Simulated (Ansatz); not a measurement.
The parent structure is BAs in the zinc blende structure (space group F-43m, No. 216; a = 4.768 Å). Axes: x, y, z lie along the cube axes.

Perturbation: uniaxial stress, 1 GPa tension along z, with the cell and atoms free to relax against it.

Computed with PBEsol (Ansatz, an electronic-structure program, PAW, spin-orbit coupling left out).

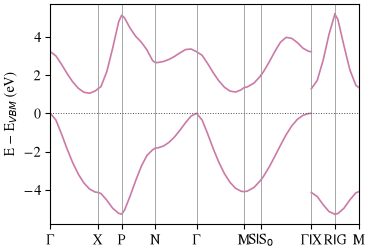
Highest valence and lowest conduction band along the path of the changed cell's own zone

The gap is 1.05 eV, indirect, Γ → Γ–X (82 % along); the base has 1.08 eV.

Load acts through the strain it causes; cell and atoms are relaxed under it. Stability under load was not tested beyond the relaxation. Labels are those of the standard path for the cell's own space group.
